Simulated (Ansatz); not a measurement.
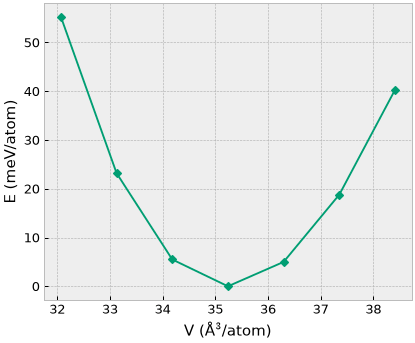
Figure. LaBi (rock salt, Fm-3m) under volume change, PBEsol (plane waves, PAW; program Ansatz), scaled uniformly.

Task: What does a third-order Birch–Murnaghan fit give for V₀, B₀ and B′?

Result: V₀ = 35.24 Å³/atom, B₀ = 52.6 GPa, B′ = 4.3.

The workflow started from a Materials Project entry (that database holds measured and hypothetical structures alike); the Crystallography Open Database files this formula in space group No. 225, but the cells were not matched. Whether it is the stable phase at ambient conditions was not checked. Symmetry was held in the PBEsol relaxation; of distortions, only those at the zone centre were tested. Scalar-relativistic: spin–orbit coupling is off unless named, which matters more the heavier the elements.

Potentials: the later of the program's two PAW sets.
